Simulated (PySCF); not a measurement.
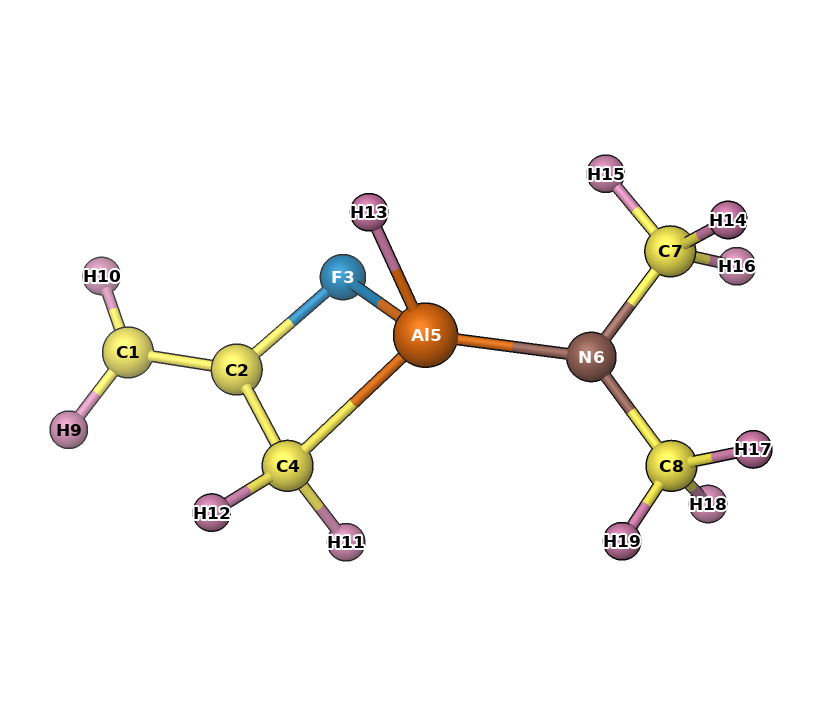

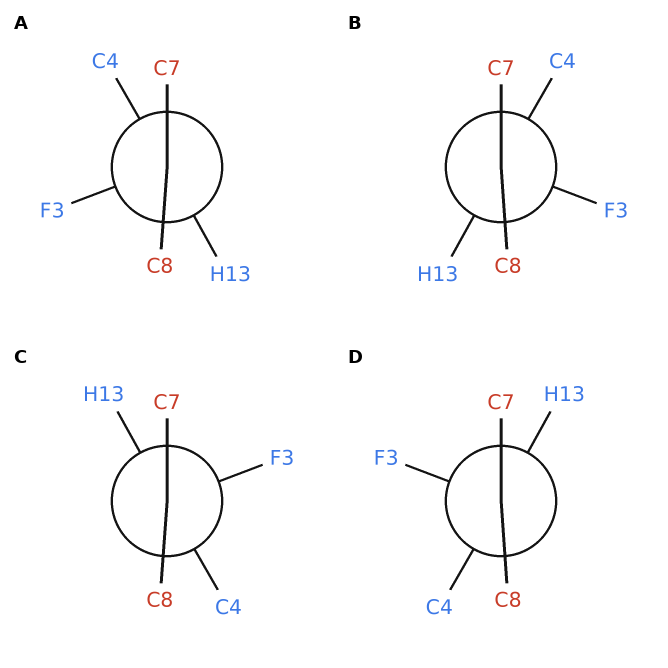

Depth is shown by fading: the farther an atom, the more it takes the colour of the background. Bonds that would overlap in a projection are set slightly apart. Geometry: a frame of a GFN2-xTB molecular-dynamics simulation, not a minimum.

Which Newman projection shows the view along N6–Al5, with N6 in front?

Answer. C. The torsion angle C7–N6–Al5–F3 is 69°, synclinal (gauche).
